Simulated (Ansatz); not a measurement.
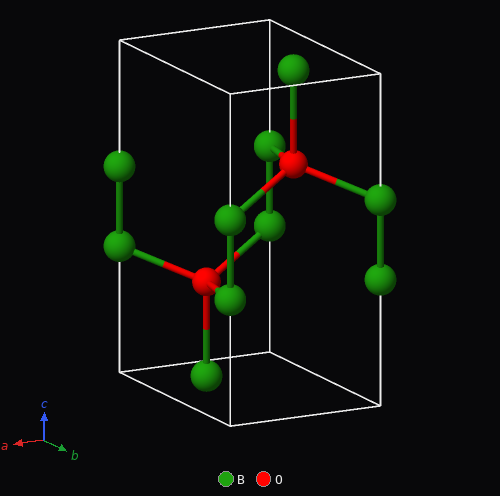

B2O, space group P-3m1 (No. 164), a = 2.879 Å, b = 2.879 Å, c = 7.052 Å, α = 90.00°, β = 90.00°, γ = 120.00°

```json
{"site": "B1", "Wyckoff": "2c", "x": "0.0000", "y": "0.0000", "z": "0.3800"}
{"site": "B2", "Wyckoff": "2d", "x": "0.6667", "y": "0.3333", "z": "0.0230"}
{"site": "O", "Wyckoff": "2d", "x": "0.6667", "y": "0.3333", "z": "0.3060"}
```

Source: a calculation's input that goes back to an entry of the Crystallography Open Database (an earlier step may have relaxed or displaced it).

Q: How is the cell volume shared among the sites in a plain Voronoi partition?

A:
```csv
site,faces above 1 % of the sphere,volume (Å³),solid angle by neighbour (%)
B1,7,8.06,O 71 B 29
B2,7,8.51,B 76 O 24
O,10,8.75,B 95 O 5
```

Weighted by multiplicity the volumes add up to the cell volume, 50.6 Å³.

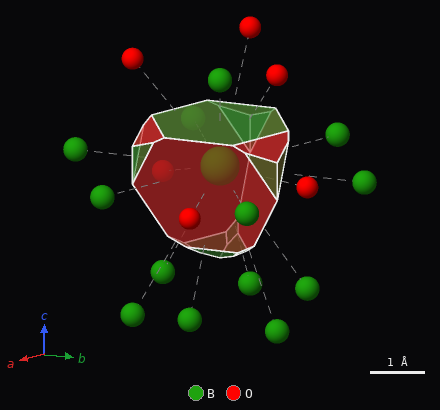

The computed Voronoi cell of B1, with the neighbours that bound it.
